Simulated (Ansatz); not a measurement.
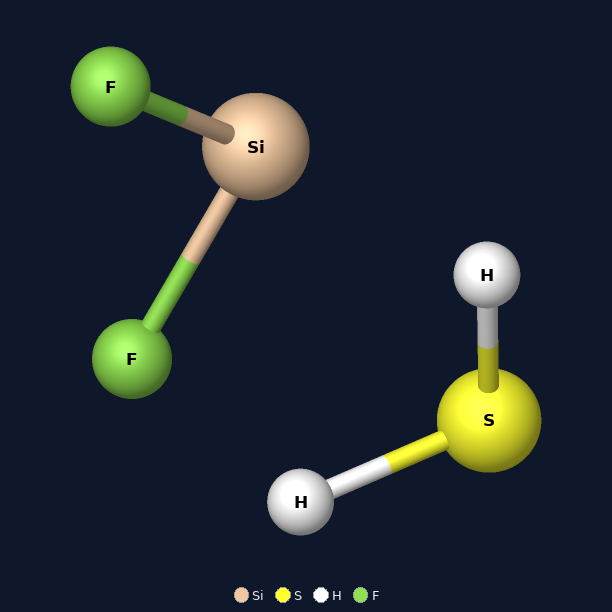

Sticks follow a distance rule. Harmonic vibrations computed with RKS PBE0-D4/def2-TZVP (Ansatz 0.2.0) at a stationary point of the same level.

> Minimum or transition state?

A minimum: no imaginary frequency, and the lowest mode lies at 42 cm⁻¹.

> List the wavenumbers.

12 modes: 42, 106, 115, 187, 316, 355, 381, 815, 823, 1200, 2716, 2731 cm⁻¹.
